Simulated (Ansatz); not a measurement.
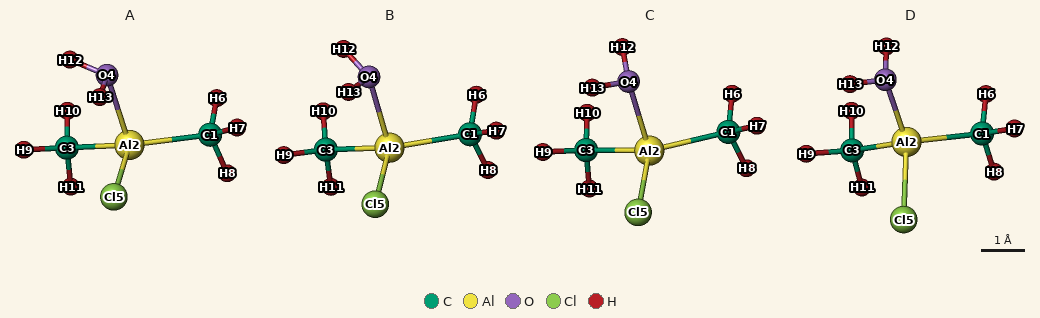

4 geometries from one relaxation of C2H8AlClO (coarse preliminary run), in shuffled order. Style: ball-and-stick. Shown from a free direction.

The start comes from a force field.

All numbers below come from RKS PBE-D4/def2-SVP in Ansatz. Settings: force threshold 0.03 eV/Å; at most 200 steps.

Order the frames from highest to lowest energy.

D, C, B, A. They are steps 0, 3, 8, 15, at +126.3 kJ/mol, +12.2 kJ/mol, +4.43 kJ/mol relative to the last. Over 12 accepted moves (15 points after the start) the energy falls by 126.3 kJ/mol. Largest force component: 8.3 eV/Å at the start, 0.016 eV/Å at the end. The line search rejected the trial steps at points 6, 10, 14 of the run. The atom that moves furthest after the best rigid fit is H12 (0.93 Å). By element the largest moves are H 0.93 Å, Cl 0.63 Å, Al 0.30 Å, O 0.23 Å, C 0.19 Å. Among the contacts that change: Al2–O4 1.850 → 2.047 Å, O4–H13 0.869 → 0.992 Å, C1–H7 1.161 → 1.110 Å, O4–H12 1.030 → 0.979 Å. Bond angles that change, for instance: O4–Al2–Cl5 108.3° → 87.1°, C1–Al2–C3 107.1° → 124.3°, Al2–O4–H13 108.4° → 95.2°. Groups turn about Al2–O4 by about 65°. The run took 27 s on 4 threads of Arm Neoverse V1 (shared host).
